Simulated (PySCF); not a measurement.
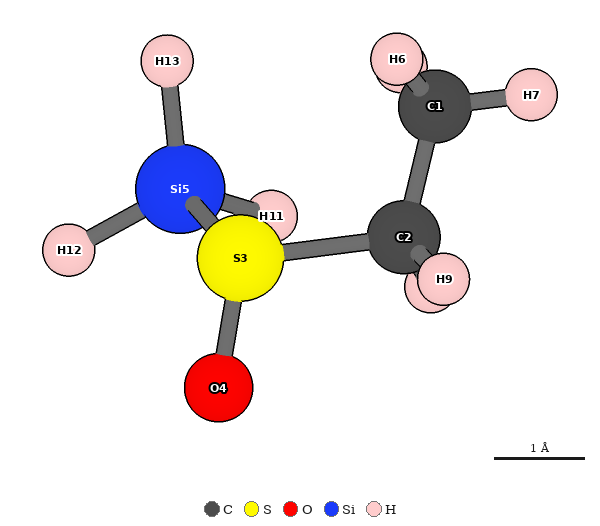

**Figure 1.** The structure (ball-and-stick view, seen at a tilt; atoms are numbered from 1 in the order of the input). Bond lengths as drawn: C–C 1.51 Å, C–H 1.09 Å, C–S 1.86 Å, H–Si 1.45 to 1.46 Å, O–S 1.48 Å and S–Si 2.24 Å.

# Two runs on C2H8OSSi

System: C2H8OSSi.
Method of the first run: GIAO LC-wPBE/pcSseg-1 NMR shielding, non-relativistic, gas phase (PySCF 2.14.0).

The geometry comes from this level: GFN2-xTB. Text and figures count atoms from 1; the logs count them from 0 in places.

## Input, the first run
```
{"job": {"kind": "nmr", "xc": "LC-wPBE", "basis": "pcSseg-1", "pop": false}, "charge": 0, "multiplicity": 1}
C     -1.211053     0.340324     1.112267
C     -1.049478     0.500593    -0.382902
S      0.693101     0.990835    -0.813529
O      0.784494     0.907125    -2.292811
Si     1.733353    -0.898204    -0.197496
H     -0.847850     1.228670     1.624722
H     -2.260322     0.202198     1.366965
H     -0.652913    -0.521775     1.475246
H     -1.669044     1.312166    -0.765393
H     -1.287414    -0.406861    -0.935829
H      0.833386    -2.023224    -0.428716
H      2.919330    -0.954455    -1.033593
H      2.015662    -0.691232     1.218960
```

The first line tells a small driver script what to run in PySCF; the rest is the geometry in Å.

Launched with:
```bash
OMP_NUM_THREADS=1 python <driver script> task.json out
```

Hardware: 1 CPU thread, shared host.

## Output (the first run)
```
coarse grid: 11472 points
cycle   1  E = -843.2886289582  dE =  7.144e-01  |g| = 9.373e-01  |ddm| = 3.182e+00
cycle   2  E = -843.1019979712  dE =  1.866e-01  |g| = 1.407e+00  |ddm| = 2.274e+00
cycle   3  E = -843.4719923552  dE = -3.700e-01  |g| = 7.114e-02  |ddm| = 1.497e+00
cycle   4  E = -843.4734246599  dE = -1.432e-03  |g| = 2.512e-02  |ddm| = 1.102e-01
cycle   5  E = -843.4736011880  dE = -1.765e-04  |g| = 6.562e-03  |ddm| = 3.885e-02
cycle   6  E = -843.4736186156  dE = -1.743e-05  |g| = 2.195e-03  |ddm| = 1.306e-02
cycle   7  E = -843.4736209529  dE = -2.337e-06  |g| = 6.719e-04  |ddm| = 5.840e-03
final grid: 100272 points
cycle   8  E = -843.5306984758  dE = -3.880e-05  |g| = 6.800e-03  |ddm| = 2.216e-02
cycle   9  E = -843.5307007026  dE = -2.227e-06  |g| = 4.152e-03  |ddm| = 6.914e-03
cycle  10  E = -843.5307033259  dE = -2.623e-06  |g| = 1.066e-03  |ddm| = 3.838e-03
cycle  11  E = -843.5307035440  dE = -2.181e-07  |g| = 2.541e-04  |ddm| = 9.229e-04
cycle  12  E = -843.5307035563  dE = -1.226e-08  |g| = 8.754e-05  |ddm| = 3.135e-04
cycle  13  E = -843.5307035589  dE = -2.628e-09  |g| = 1.533e-05  |ddm| = 1.543e-04
cycle  14  E = -843.5307035591  dE = -1.814e-10  |g| = 6.830e-06  |ddm| = 5.606e-05
converged SCF energy = -843.5307035591

GIAO shielding tensors (ppm)
atom      isotropic    diamagn.    paramagn.     s11        s22        s33       span
  0 C      182.591     250.005     -67.414    175.339    182.154    190.279     14.940
  1 C      137.309     254.101    -116.792     99.798    136.923    175.206     75.408
  2 S      218.488    1054.222    -835.734     46.367     76.401    532.697    486.329
  3 O      363.324     397.386     -34.062    142.951    347.237    599.784    456.833
  4 Si     390.157     879.455    -489.297    324.666    396.023    449.783    125.117
  5 H       30.933      30.286       0.647     26.493     29.040     37.265     10.772
  6 H       30.408      28.916       1.491     25.876     27.109     38.237     12.361
  7 H       31.110      31.637      -0.527     26.038     30.964     36.329     10.290
  8 H       28.488      31.132      -2.643     25.370     27.243     32.852      7.482
  9 H       28.724      32.748      -4.024     26.698     27.108     32.366      5.668
 10 H       27.446      29.970      -2.523     24.354     26.790     31.195      6.840
 11 H       27.371      28.858      -1.487     24.174     25.440     32.499      8.324
 12 H       27.303      29.441      -2.138     23.876     25.924     32.108      8.233
```

For the second run the input was changed thus:
```diff
-"xc": "LC-wPBE"
+"xc": "PBE0"
```

How does the second run compare with the first run?

The total energies belong to different methods, so their difference says nothing on which is more stable or more accurate. The HOMO goes from −8.76 to −6.21 eV. The LUMO goes from 1.73 to −0.43 eV. The dipole moment goes from 4.39 to 4.12 D. Of all shieldings, the largest change is that of O4, by −34.8 ppm. The functional changes from LC-wPBE to PBE0. The SCF takes 15 iterations against 14.

## Output (the second run)
```
coarse grid: 11472 points
cycle   1  E = -843.1835820870  dE =  5.755e-01  |g| = 8.907e-01  |ddm| = 3.241e+00
cycle   2  E = -841.8696883929  dE =  1.314e+00  |g| = 2.512e+00  |ddm| = 5.105e+00
cycle   3  E = -843.3313286978  dE = -1.462e+00  |g| = 2.123e-01  |ddm| = 4.650e+00
cycle   4  E = -843.3377731637  dE = -6.444e-03  |g| = 1.557e-01  |ddm| = 3.976e-01
cycle   5  E = -843.3438066176  dE = -6.033e-03  |g| = 1.993e-02  |ddm| = 1.612e-01
cycle   6  E = -843.3439020173  dE = -9.540e-05  |g| = 8.380e-03  |ddm| = 3.161e-02
cycle   7  E = -843.3439194520  dE = -1.743e-05  |g| = 1.436e-03  |ddm| = 8.663e-03
cycle   8  E = -843.3439199624  dE = -5.104e-07  |g| = 2.558e-04  |ddm| = 2.229e-03
final grid: 100272 points
cycle   9  E = -843.3854339477  dE = -1.562e-05  |g| = 9.305e-03  |ddm| = 2.169e-02
cycle  10  E = -843.3853966100  dE =  3.734e-05  |g| = 1.602e-02  |ddm| = 2.601e-02
cycle  11  E = -843.3854518811  dE = -5.527e-05  |g| = 2.315e-03  |ddm| = 1.878e-02
cycle  12  E = -843.3854529209  dE = -1.040e-06  |g| = 2.576e-04  |ddm| = 2.057e-03
cycle  13  E = -843.3854529391  dE = -1.813e-08  |g| = 7.363e-05  |ddm| = 4.078e-04
cycle  14  E = -843.3854529403  dE = -1.234e-09  |g| = 2.354e-05  |ddm| = 8.740e-05
cycle  15  E = -843.3854529404  dE = -1.378e-10  |g| = 3.673e-06  |ddm| = 2.881e-05
converged SCF energy = -843.3854529404

GIAO shielding tensors (ppm)
atom      isotropic    diamagn.    paramagn.     s11        s22        s33       span
  0 C      177.841     250.073     -72.231    169.518    177.511    186.495     16.976
  1 C      129.531     253.891    -124.360     92.502    127.372    168.718     76.216
  2 S      193.948    1053.732    -859.784     28.035     43.815    509.993    481.958
  3 O      328.562     396.630     -68.068     96.167    320.403    569.117    472.950
  4 Si     388.956     879.885    -490.930    319.878    398.959    448.030    128.152
  5 H       30.766      30.133       0.633     26.529     28.961     36.807     10.278
  6 H       30.267      28.725       1.542     25.842     27.088     37.870     12.028
  7 H       30.991      31.407      -0.416     26.137     30.917     35.920      9.782
  8 H       28.377      30.982      -2.605     25.544     27.223     32.365      6.821
  9 H       28.568      32.481      -3.912     26.801     27.093     31.810      5.009
 10 H       27.455      29.962      -2.506     24.425     26.864     31.077      6.652
 11 H       27.377      29.065      -1.688     24.269     25.459     32.404      8.135
 12 H       27.054      29.393      -2.339     23.605     25.683     31.873      8.268
```

## The two runs side by side

| quantity | the first run | the second run |
| --- | --- | --- |
| outcome | converged | converged |
| total energy (hartree) | −843.530704 | −843.385453 |
| HOMO (eV) | −8.76 | −6.21 |
| LUMO (eV) | 1.73 | −0.43 |
| dipole moment (D) | 4.39 | 4.12 |
| shielding of C1 (ppm) | 182.6 | 177.8 |
| shielding of C2 (ppm) | 137.3 | 129.5 |
| shielding of S3 (ppm) | 218.5 | 193.9 |
| shielding of O4 (ppm) | 363.3 | 328.6 |
| shielding of Si5 (ppm) | 390.2 | 389.0 |
| shielding of H6 (ppm) | 30.9 | 30.8 |
| shielding of H13 (ppm) | 27.3 | 27.1 |
| SCF iterations | 14 | 15 |
| basis functions | 139 | 139 |
| wall time (shared host) | 20 s | 11 s |
